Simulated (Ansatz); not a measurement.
**ClF$_{4}$HW···HCl: density, localisation and related maps**

```xyz
9

W     0.0875   -0.0053   -0.0653
F     0.3064    0.6765    1.6955
F     1.9304   -0.0308   -0.4082
F     0.2191    1.8038   -0.5302
F    -1.3999   -0.7913    0.7516
Cl    0.0993   -1.8512   -1.4625
H    -1.1029    0.3058   -1.2272
Cl    1.2694   -2.1838    1.8672
H     1.2238   -1.2244    2.7468
```

Core potentials replace the inner electrons of W.

These are results of RKS PBE-D4/def2-SVP in Ansatz, not measurements.

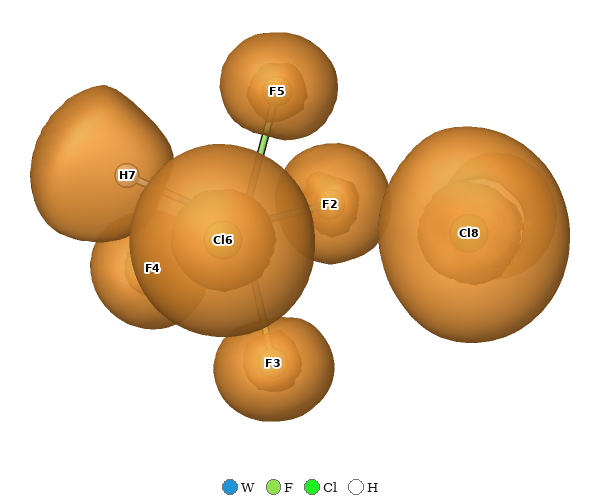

Figure 1. Isosurface of the electron localisation function at 0.75 (orange), seen from one side. Core shells and regions of very low density are left out.

**What do the ELF domains correspond to?**

The ELF exceeds this value in one region around a hydrogen nucleus, one region wrapped around Cl (its valence shell), four regions wrapped around F (the valence shell of each) and one joined region spread over several atoms (Cl, H), in which their bonds and any lone pairs are merged.


W1···Cl8 (3.14 Å): the ELF dips to about 0.10 between them. W–F (1.87 Å): the ELF peaks at about 0.80 in the valence shell of F, 0.5 Å from its nucleus, and drops to about 0.25 between the two atoms.

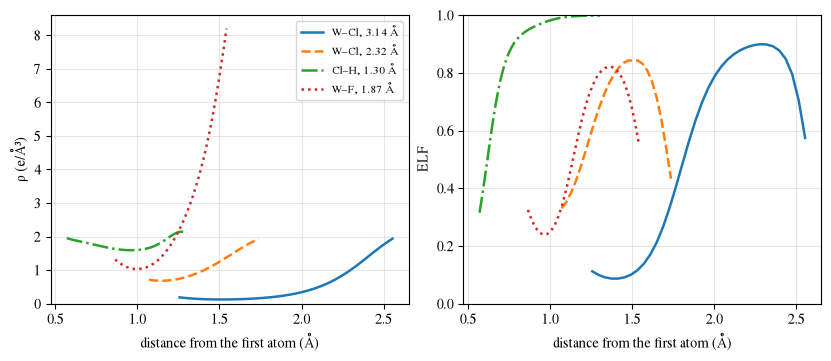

Figure 2. Electron density and ELF along straight lines between neighbouring atoms. The curves leave out the atomic cores.

**Compare the contacts.**

W1···Cl8 (3.14 Å): the density falls to about 0.12 e/Å³ on the way; the ELF dips to about 0.10 between them.
W–Cl (2.32 Å): ρ at the midpoint is about 0.68 e/Å³; the ELF peaks at about 0.85 in the valence shell of Cl, 0.8 Å from its nucleus, and is about 0.45 at the midpoint.
Cl–H (1.30 Å): the density is about 1.9 e/Å³ at the midpoint; the ELF climbs to about 1 towards the hydrogen, as it does in any bond to H.
W–F (1.87 Å): the density is about 1.1 e/Å³ at the midpoint; the ELF peaks at about 0.80 in the valence shell of F, 0.5 Å from its nucleus, and drops to about 0.25 between the two atoms.

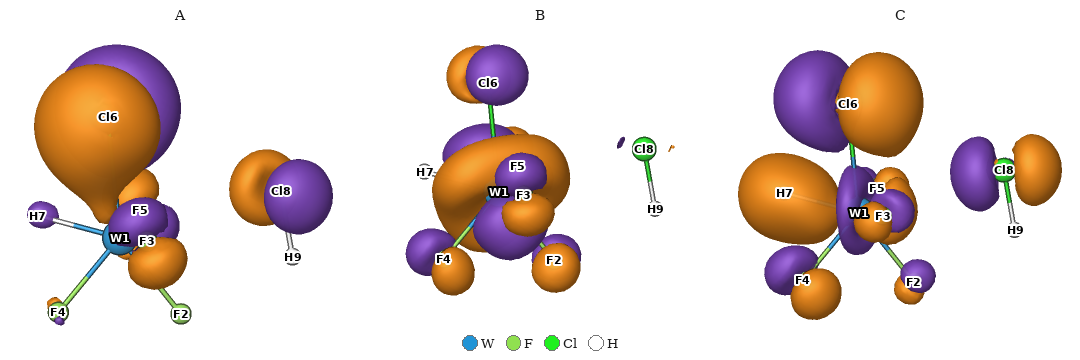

Figure 3. Three frontier orbitals at ±0.1 Å⁻³ᐟ² (orange and purple are the two phases), in no order.

**Which picture is the HOMO−1, the HOMO and the LUMO?**

A is the HOMO−1 (−8.27 eV). By Hirshfeld shares it lies mainly on Cl6 (about 70 %), Cl8 (about 10 %), F3 (about 10 %) and F5 (about 5 %); largely a lone pair of Cl6. C is the HOMO (−7.75 eV). Its weight (Hirshfeld) is mainly on Cl6 (about 45 %), W1 (about 15 %), H7 (about 15 %), Cl8 (about 10 %) and F4 (about 5 %). B is the LUMO (−4.90 eV). Its weight (Hirshfeld) is mainly on W1 (about 65 %), Cl6 (about 10 %), F3 (about 5 %), F5 (about 5 %) and F4 (about 5 %).

**What is the HOMO–LUMO gap?**

2.85 eV between the orbital energies.
